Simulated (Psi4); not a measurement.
**Si2H5OF (SMILES O[SiH](F)[SiH3]) at HF/6-31G(d) (density fitting, Cartesian functions)**

Wanted: molecular dynamics of Si2H5OF. The job is set up through an ASE script.

The results are computed with Psi4 1.11.

## (1) Starting point

The species is Si2H5OF (9 atoms), meant as a singlet with charge 0. SMILES: `O[SiH](F)[SiH3]`. The shape is that of a PBE0-D4/def2-TZVP (4 decimals) optimisation. This is one conformer, not always the lowest. The run starts from this shape.

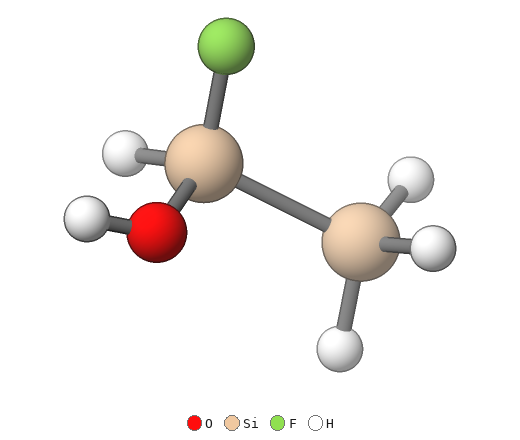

Viewed from a chosen angle; oxygen red, silicon light orange, fluorine green, hydrogen white.

## (2) A short trajectory at HF/6-31G(d) (density fitting, Cartesian functions)

Input file fh5osi2.sdf:

```

     RDKit          3D

  9  8  0  0  0  0  0  0  0  0999 V2000
   -0.3925   -0.6108    1.7681 O   0  0  0  0  0  0  0  0  0  0  0  0
   -0.8315   -0.1606    0.2577 Si  0  0  1  0  0  4  0  0  0  0  0  0
   -1.7756    1.1338    0.3194 F   0  0  0  0  0  0  0  0  0  0  0  0
    1.1350    0.3711   -0.8917 Si  0  0  0  0  0  4  0  0  0  0  0  0
   -1.0505   -1.0056    2.3430 H   0  0  0  0  0  0  0  0  0  0  0  0
   -1.6646   -1.2154   -0.3806 H   0  0  0  0  0  0  0  0  0  0  0  0
    0.7987    0.8606   -2.2552 H   0  0  0  0  0  0  0  0  0  0  0  0
    1.9817   -0.8452   -1.0139 H   0  0  0  0  0  0  0  0  0  0  0  0
    1.8878    1.4256   -0.1638 H   0  0  0  0  0  0  0  0  0  0  0  0
  2  1  1  0
  3  2  1  0
  4  2  1  0
  5  1  1  0
  2  6  1  6
  7  4  1  0
  8  4  1  0
  9  4  1  0
M  END
$$$$
```

Input file run_ase.py:

```python
import numpy as np
from ase.calculators.psi4 import Psi4
from ase.io import read
from ase import units
from ase.md.velocitydistribution import MaxwellBoltzmannDistribution, Stationary
from ase.md.verlet import VelocityVerlet

a = read('fh5osi2.sdf')
calc = Psi4(atoms=a, method='hf', basis='6-31G*', memory='1600MB', num_threads=1, charge=0, multiplicity=1, label='calc')
a.calc = calc

MaxwellBoltzmannDistribution(a, temperature_K=300.0, rng=np.random.default_rng(96))
Stationary(a)
dyn = VelocityVerlet(a, 0.5 * units.fs)
def show():
    ep, ek = a.get_potential_energy(), a.get_kinetic_energy()
    print(f'step {dyn.nsteps:3d}  Epot {ep:14.6f}  Ekin {ek:9.6f}  Etot {ep + ek:14.6f} eV  T {a.get_temperature():7.1f} K')
dyn.attach(show)
dyn.run(40)
```

Command:

```sh
$ python run_ase.py
```

calc.dat:

```text
[...]
  Running in c1 symmetry.
[...]
  Nuclear repulsion =  226.417455697677241
[...]
  Multiplicity = 1
[...]
  Nalpha       = 25
  Nbeta        = 25
[...]
    Number of basis functions: 78
[...]
   @DF-RHF iter   1:  -755.02589611860094   -1.01116e+00   6.24442e-03 ADIIS/DIIS
[...]
   @DF-RHF iter  11:  -755.13736331883763   -2.50111e-12   4.60935e-09 DIIS
[...]
    Orbital Energies [Eh]
    ---------------------
    Doubly Occupied:
       1A    -68.829520     2A    -68.765165     3A    -26.288991
       4A    -20.568541     5A     -6.178138     6A     -6.126283
       7A     -4.286038     8A     -4.284767     9A     -4.283591
      10A     -4.232357    11A     -4.232092    12A     -4.231890
      13A     -1.585471    14A     -1.343521    15A     -0.792842
      16A     -0.716707    17A     -0.710376    18A     -0.666913
      19A     -0.658530    20A     -0.594285    21A     -0.529867
      22A     -0.506012    23A     -0.487808    24A     -0.482773
      25A     -0.408614
[...]
  @DF-RHF Final Energy:  -755.13736331883763
   => Energetics <=
    Nuclear Repulsion Energy =            226.4174556976772408
    One-Electron Energy =               -1499.5274557435041061
    Two-Electron Energy =                 517.9726367269892080
    Total Energy =                       -755.1373633188376289
[...]
 Multipole Moments:
 ------------------------------------------------------------------------------------
     Multipole            Electronic (a.u.)      Nuclear  (a.u.)        Total (a.u.)
 ------------------------------------------------------------------------------------
 L = 1.  Multiply by 2.5417464519 to convert [e a0] to [Debye]
 Dipole X            :         -5.0857370            4.8887035           -0.1970334
 Dipole Y            :          2.0601779           -2.6193937           -0.5592157
 Dipole Z            :          2.0606748           -1.9933268            0.0673480
 Magnitude           :                                                    0.5967245
[...]
  -Total Gradient:
     Atom            X                  Y                   Z
    ------   -----------------  -----------------  -----------------
       1       -0.008089789910    -0.013694334198     0.028899538025
       2       -0.021851465199     0.004605469789    -0.026656669843
       3        0.008825368179    -0.008023060034    -0.000978536146
       4        0.005362581954     0.002751287283     0.006455134822
       5        0.011679371088     0.004940650718    -0.004627954508
       6        0.003174951936     0.004710353406     0.006249462452
       7       -0.002446343137     0.001046534289    -0.015520077684
       8       -0.002827850184    -0.002238488715     0.001308245005
       9        0.006173175282     0.005901587457     0.004870857876
[...]
```

It took 76 s on 1 thread of AMD EPYC 7R43 (Zen 3), shared host; peak memory 0.27 GiB.

Step by step:

```
step  potential energy change (eV)  largest force (eV/Å)
   0                        0.0000                0.7640
   2                        0.0237                0.7893
   4                        0.0757                1.4117
   6                        0.1295                1.9748
   8                        0.1576                2.4168
  10                        0.1565                2.7289
  12                        0.1464                2.9436
  14                        0.1484                3.0903
  16                        0.1710                3.1636
  18                        0.2077                3.1355
  20                        0.2366                2.9846
  22                        0.2301                2.7102
  24                        0.1816                2.3333
  26                        0.1208                1.8979
  28                        0.0867                1.4908
  30                        0.0905                1.2654
  32                        0.1150                1.3290
  34                        0.1376                1.5448
  36                        0.1447                1.7186
  38                        0.1318                1.7838
  40                        0.1061                1.7882
```

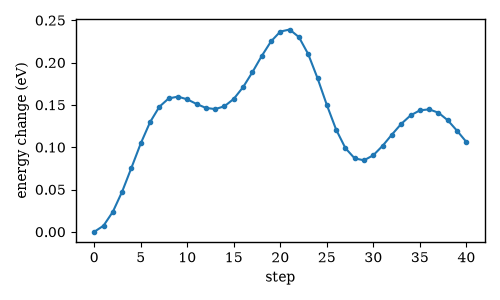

Energy along the run.

## (3) What came out

Level: HF/6-31G* (density fitting, Cartesian functions).

| quantity | value |
| --- | --- |
| potential energy of the last frame | -755.13736 Eh |
